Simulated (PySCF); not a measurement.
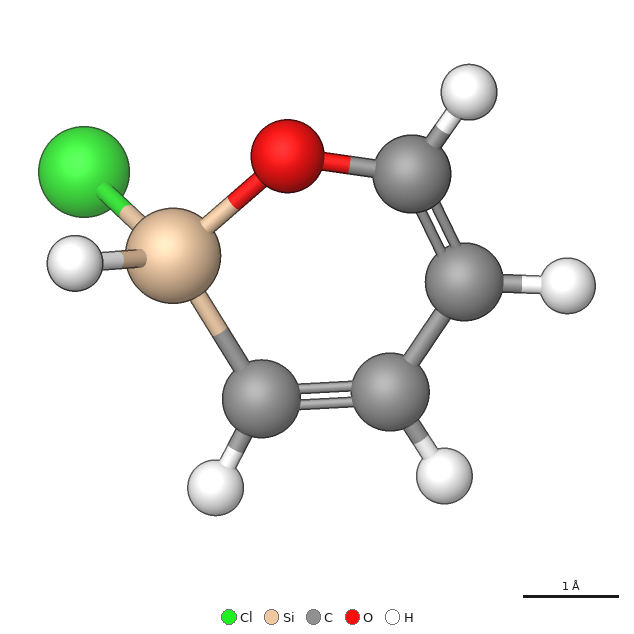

Ball-and-stick drawing of a structure.

The geometry was computed by an optimisation with PBE0-D3(BJ)/def2-SVP. No frequency run is at hand to confirm it as a minimum.

Count the atoms of each element.

Answer. C4H5ClOSi, 12 atoms: 4 carbon, 5 hydrogen, 1 chlorine, 1 oxygen and 1 silicon.

Give a SMILES string for it.

Answer. Cl[Si@H]1C=CC=CO1

Name functional groups in it.

Answer. Among them: alkene, Si–H bond, Si–O bond.

Give the symmetry (Schoenflies symbol).

Answer. C1.

Describe its rings.

Answer. Independent rings (smallest set): 1 of 6 members.

More results for the same structure follow; atom numbers are the same in all pictures, views and colours differ.

## Shape

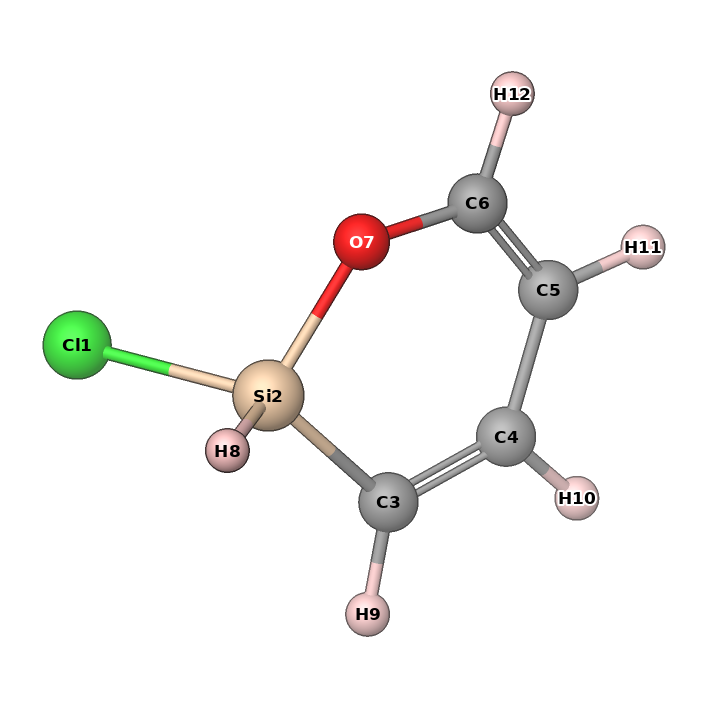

Distant atoms are faded towards the background colour. No frequency run is at hand to confirm it as a minimum.

Which atoms or bonds are stereogenic?

Answer. Centres: Si2.

Give the R/S and E/Z labels.

Answer. Si2: S (priorities Cl1 > O7 > C3 > H8).

## Levels of theory compared

No frequency run is at hand to confirm it as a minimum. Program: PySCF 2.14.0.

Compare HOMO–LUMO gap (eV), HOMO energy (eV) at these levels: B3LYP/pcSseg-1; B97-D/pcSseg-1; BHandHLYP/pcSseg-1; BP86/pcSseg-1; CAM-B3LYP/pcSseg-1; KT3/pcSseg-1; PBE/pcSseg-1; PBE0/6-31G; PBE0/STO-3G; mPW1PW91/pcSseg-1.

| level | HOMO–LUMO gap (eV) | HOMO energy (eV) |
| --- | --- | --- |
| B3LYP/pcSseg-1 | 4.92 | −6.54 |
| B97-D/pcSseg-1 | 3.47 | −5.69 |
| BHandHLYP/pcSseg-1 | 7.19 | −7.59 |
| BP86/pcSseg-1 | 3.44 | −5.86 |
| CAM-B3LYP/pcSseg-1 | 7.64 | −7.96 |
| KT3/pcSseg-1 | 3.48 | −5.74 |
| PBE/pcSseg-1 | 3.43 | −5.76 |
| PBE0/6-31G | 5.42 | −6.68 |
| PBE0/STO-3G | 6.04 | −4.25 |
| mPW1PW91/pcSseg-1 | 5.31 | −6.79 |

## NMR shielding

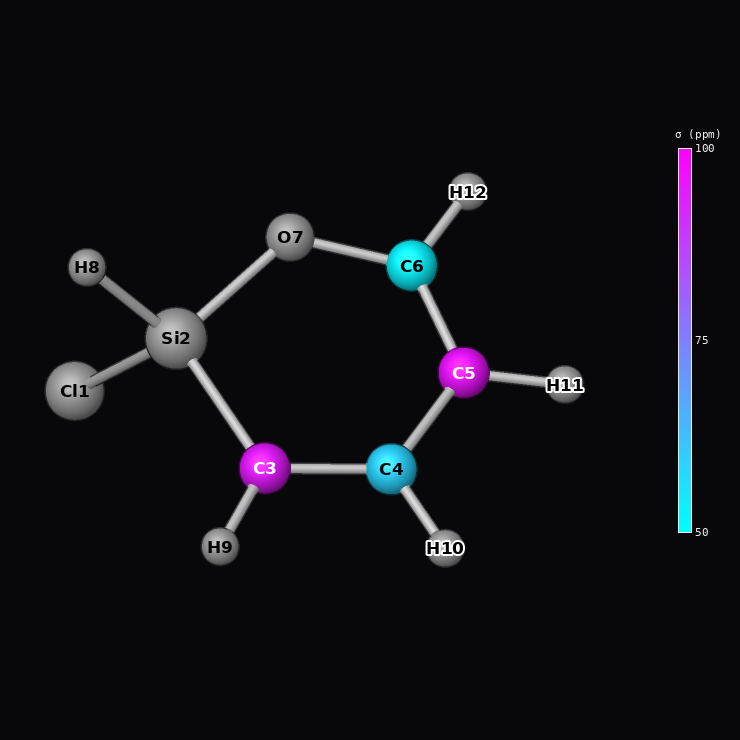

Atoms are coloured by their isotropic NMR shieldings (C only, the others grey). No frequency run is at hand to confirm it as a minimum. Method: GIAO PBE0/6-31G NMR shielding, non-relativistic, gas phase (PySCF 2.14.0).

Which C atom is the most shielded (lowest chemical shift)?

Answer. C5 (96.1 ppm).

Which C atom is the least shielded (highest chemical shift)?

Answer. C6 (52.3 ppm).

How wide is the range of C shifts?

Answer. 43.8 ppm.

Give the isotropic NMR shieldings of the C atoms atom by atom.

```csv
atom,σ (ppm)
C3,94.7
C4,58.6
C5,96.1
C6,52.3
```

## Dipole moment

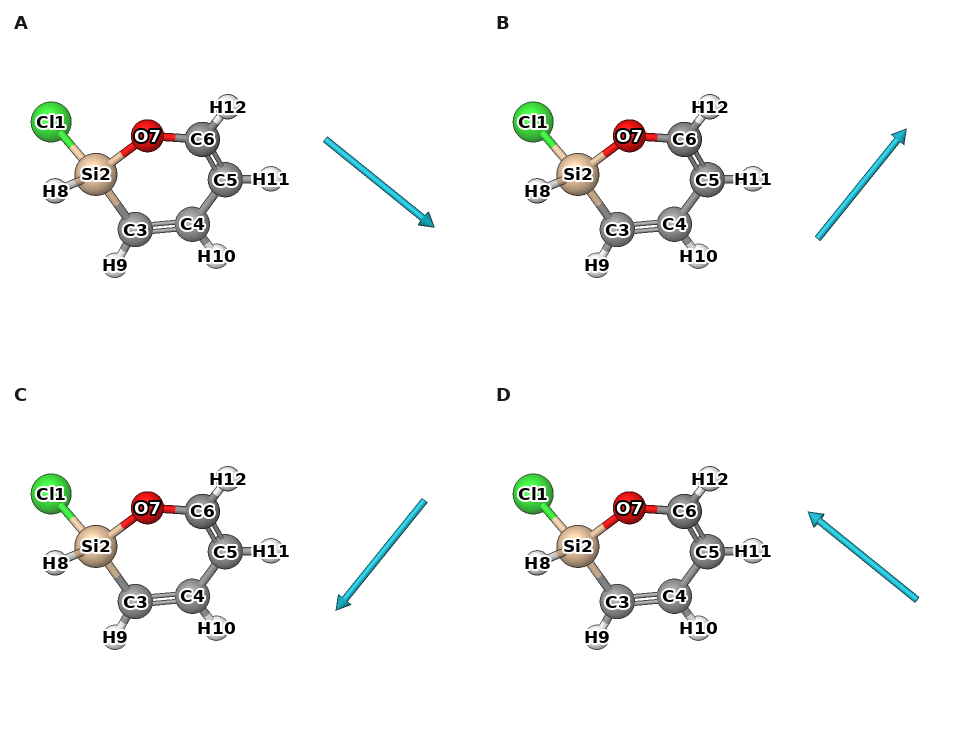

The same molecule four times, each with an arrow. No frequency run is at hand to confirm it as a minimum. Method: CAM-B3LYP/pcSseg-1, gas phase (PySCF 2.14.0).

Which arrow points along the dipole moment, from the negative to the positive end?

Answer. A. The dipole moment is 2.43 D; it points from the side of Cl1 to the side of H10, H11 (the outermost atoms at the two ends).
